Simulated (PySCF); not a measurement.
| atom | x (Å) | y (Å) | z (Å) |
| --- | --- | --- | --- |
| C | -2.2274 | 0.9282 | -0.6197 |
| C | -2.1325 | -0.1512 | 0.4506 |
| C | -1.0704 | -1.2063 | 0.1135 |
| C | 0.3071 | -0.6083 | 0.0841 |
| C | 0.9589 | -0.2976 | 1.2717 |
| C | 2.2117 | 0.2875 | 1.2594 |
| C | 2.8341 | 0.5701 | 0.0551 |
| C | 2.1966 | 0.2610 | -1.1336 |
| C | 0.9418 | -0.3231 | -1.1175 |
| H | -2.4822 | 0.4898 | -1.5824 |
| H | -2.9940 | 1.6551 | -0.3609 |
| H | -1.2779 | 1.4494 | -0.7199 |
| H | -3.1011 | -0.6456 | 0.5553 |
| H | -1.8868 | 0.3107 | 1.4093 |
| H | -1.3035 | -1.6508 | -0.8562 |
| H | -1.1078 | -1.9959 | 0.8681 |
| H | 0.4789 | -0.5202 | 2.2145 |
| H | 2.7054 | 0.5229 | 2.1913 |
| H | 3.8126 | 1.0275 | 0.0438 |
| H | 2.6775 | 0.4761 | -2.0770 |
| H | 0.4500 | -0.5623 | -2.0500 |

Geometry: GFN2-xTB.

Computed with PySCF, mPW1PW91/pcSseg-1, SCF density, in a chloroform solvent model, non-relativistic.

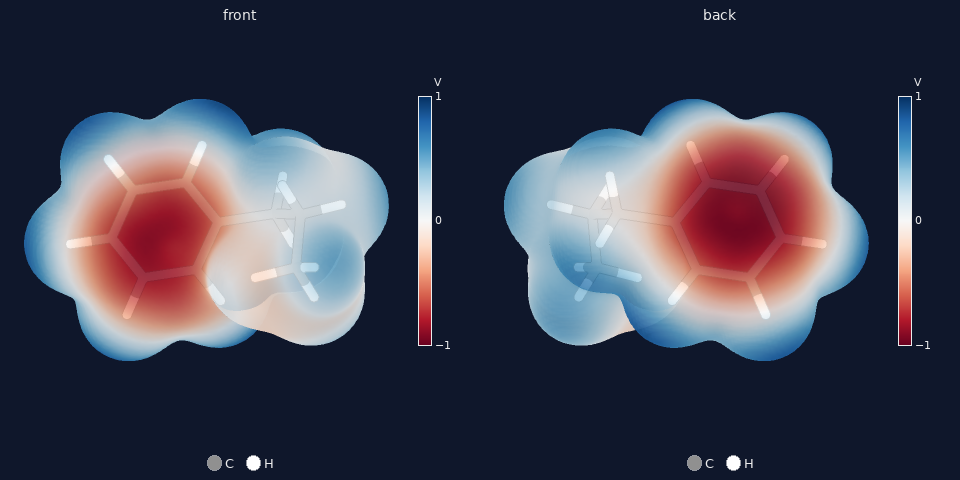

C₉H₁₂. The electrostatic potential painted on the density surface at 0.002 e/bohr³, seen from the front and from behind; red is negative and blue positive.

### Which sites attract a positive test charge, and which a negative one?

A positive charge is drawn to the negative regions and a negative charge to the positive ones. The most negative region (about −0.9 V, or −21 kcal/mol for a unit charge) lies over the π face of the C atoms, the most positive (about +0.8 V, or +18 kcal/mol for a unit charge) over H17, H18, H20 and H21.

### How polar is the molecule by this calculation?

Its dipole moment is 0.55 D.
